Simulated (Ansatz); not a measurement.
```
CELL_PARAMETERS angstrom
4.40746 0.00000 0.00000
0.00000 4.40746 0.00000
0.00000 0.00000 15.21310
ATOMIC_POSITIONS crystal
Si 0.00000 0.00000 0.16922
Si 0.50000 0.50000 0.66922
Si 0.00000 0.50000 0.41922
Si 0.50000 0.00000 0.91922
Si 0.00000 0.50000 0.08078
Si 0.50000 0.00000 0.58078
Si 0.50000 0.50000 0.33078
Si 0.00000 0.00000 0.83078
Au 0.00000 0.00000 0.00000
Au 0.50000 0.50000 0.50000
Au 0.00000 0.50000 0.25000
Au 0.50000 0.00000 0.75000
```

Space group I4₁/amd; started from the anatase_141 prototype, which need not be the ambient phase.

Theory: Ansatz 0.2.0, DFT PBE, scalar-relativistic, plane waves, PAW.

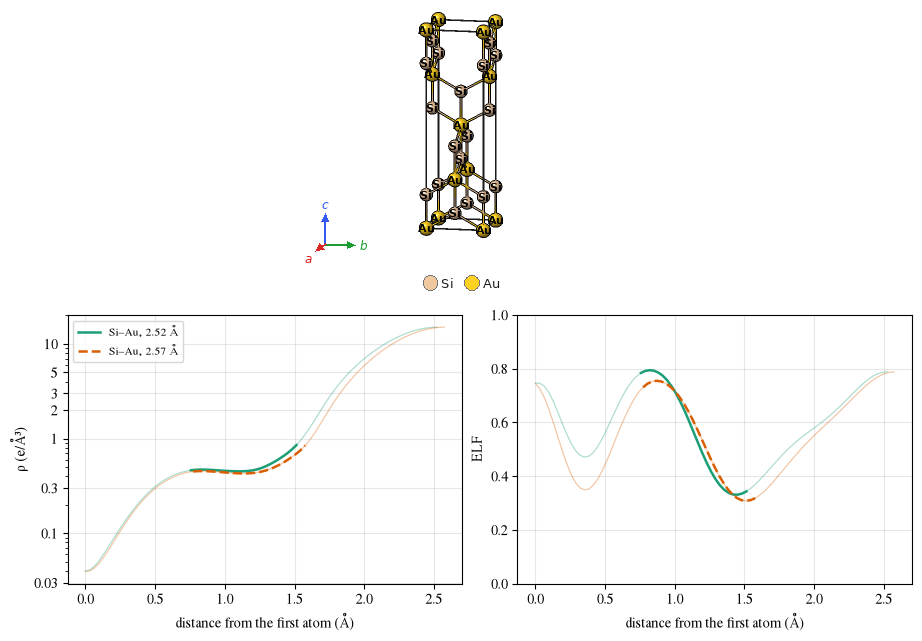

Si2Au. Valence charge density (pseudo) and ELF along straight lines between neighbouring atoms. Thin, pale parts lie inside the atomic spheres. The structure is drawn too.

Core electrons are frozen (PAW), and the valence fields are smoothed inside the atomic spheres.

Compare the contacts.

Answer. Si–Au (2.52 Å): ρ is about 0.49 e/Å³ halfway; the ELF peaks at about 0.80 in the valence shell of Si, 0.8 Å from its nucleus, and drops to about 0.35 between the two atoms.
Si–Au (2.57 Å): ρ is about 0.46 e/Å³ halfway; the ELF peaks at about 0.75 in the valence shell of Si, 0.9 Å from its nucleus, and drops to about 0.30 between the two atoms.
